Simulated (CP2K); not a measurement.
Band structure of Rh6CaAs4 (P-6m2, 11 atoms in the cell).

```
CELL_PARAMETERS angstrom
      7.20100     0.00000     0.00000
     -3.60050     6.23625     0.00000
      0.00000     0.00000     3.75500
ATOMIC_POSITIONS crystal
  Rh 0.53500 0.46500 0.00000
  Rh 0.93000 0.46500 0.00000
  Rh 0.53500 0.07000 0.00000
  Ca 0.00000 0.00000 0.00000
  As 0.81200 0.18800 0.50000
  As 0.37600 0.18800 0.50000
  As 0.81200 0.62400 0.50000
  As 0.33333 0.66667 0.00000
  Rh 0.20020 0.79980 0.50000
  Rh 0.59960 0.79980 0.50000
  Rh 0.20020 0.40040 0.50000
```

Method of the run: LDA (Pade form), GPW, DZVP-MOLOPT-SR-GTH basis, GTH-PADE potentials (GTH_POTENTIALS) (CP2K).

Settings: CUTOFF = 500 Ry; REL_CUTOFF = 40 Ry; SMEAR/METHOD = GAUSSIAN; SIGMA = 0.1 eV; KPOINTS/SCHEME = MONKHORST-PACK 2 2 3; GAMMA_CENTERED = T; XC_FUNCTIONAL = PADE; Rh/BASIS_SET = DZVP-MOLOPT-SR-GTH; Rh/POTENTIAL = GTH-PADE-q17; Ca/BASIS_SET = DZVP-MOLOPT-SR-GTH; Ca/POTENTIAL = GTH-PADE-q10; As/BASIS_SET = DZVP-MOLOPT-SR-GTH; As/POTENTIAL = GTH-PADE-q5; METHOD = GPW.

The starting cell comes from a database of published, mostly measured structures (it also holds non-ambient and calculated ones), without a prior relaxation at this level. Spin polarisation is off. Values carry the incompleteness of an atom-centred basis.

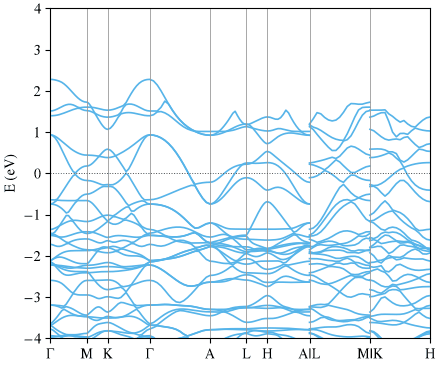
Fig. 1. Bands along the path, energies from the Fermi level.

Levels in eV from the Fermi level, bands 63 to 68:
| point | 63 | 64 | 65 | 66 | 67 | 68 |
|---|---|---|---|---|---|---|
| Γ | -1.36 | -0.75 | -0.75 | -0.64 | 0.93 | 0.93 |
| M | -1.17 | -0.66 | -0.51 | -0.17 | 0.18 | 0.44 |
| K | -1.16 | -1.02 | -0.32 | -0.27 | 0.38 | 0.59 |
| A | -1.55 | -1.20 | -1.20 | -0.74 | -0.74 | -0.22 |
| L | -1.52 | -1.50 | -1.36 | -0.11 | 0.22 | 0.25 |
| H | -1.62 | -1.36 | -0.69 | -0.41 | 0.26 | 0.53 |

Bands cross the Fermi level along this path, so the cell is metallic at this level.

Higher empty bands are left out: an atom-centred basis made for the valence describes them poorly.
